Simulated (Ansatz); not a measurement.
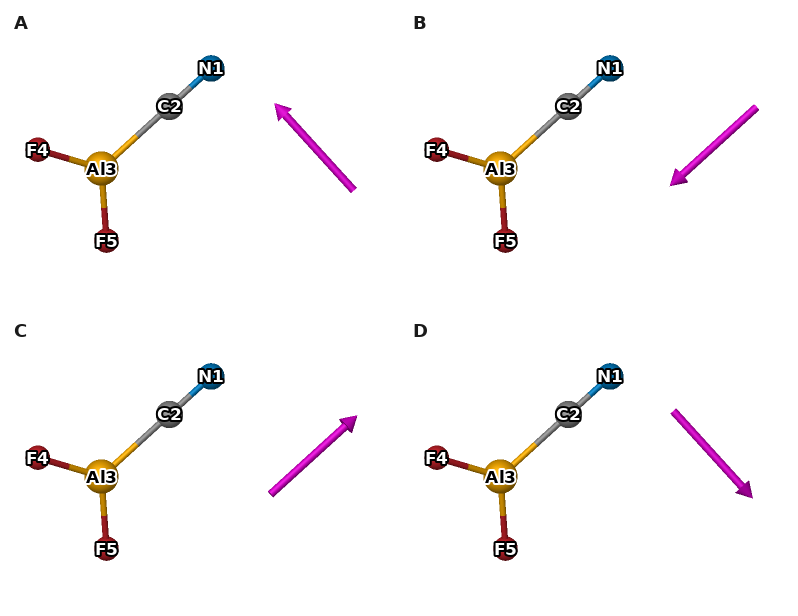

The same molecule four times, each with an arrow. The computed structure is the end point of a PBE-D4/def2-SVP optimisation. No frequency run is at hand to confirm it as a minimum. Method: RKS PBE-D4/def2-SVP (Ansatz 0.2.0).

Which arrow points along the dipole moment, from the negative to the positive end?

B. The dipole moment is 1.44 D; it points from the side of N1 to the side of F4, F5 (the outermost atoms at the two ends).
